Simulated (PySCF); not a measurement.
SMILES [CH2][SiH](C)C, doublet at its CAM-B3LYP/def2-SVP optimised geometry (Å):

```
13

C     -0.9683     0.9672     0.0000
Si    -0.3288    -0.7751     0.0000
C     -1.0120    -1.7165     1.4781
C      1.5520    -0.7751     0.0000
H     -1.9494     1.2415     0.4041
H     -0.4239     1.8018    -0.4562
H     -0.7932    -1.4684    -1.2459
H     -0.6848    -2.7676     1.4617
H     -2.1129    -1.7090     1.4767
H     -0.6724    -1.2697     2.4254
H      1.9468    -0.2236    -0.8672
H      1.9467    -1.8018    -0.0489
H      1.9494    -0.3015     0.9110
```

Method: unrestricted CAM-B3LYP/def2-TZVP run with PySCF. Cells within 0.4 Å of a nucleus heavier than hydrogen are left out (blank, or x).

Map of the spin density (e/bohr³) on the plane z = 0.0 Å:

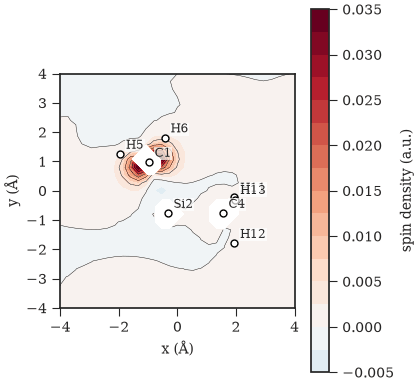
Figure: Spin density (e/bohr³) on the plane z = 0.0 Å.
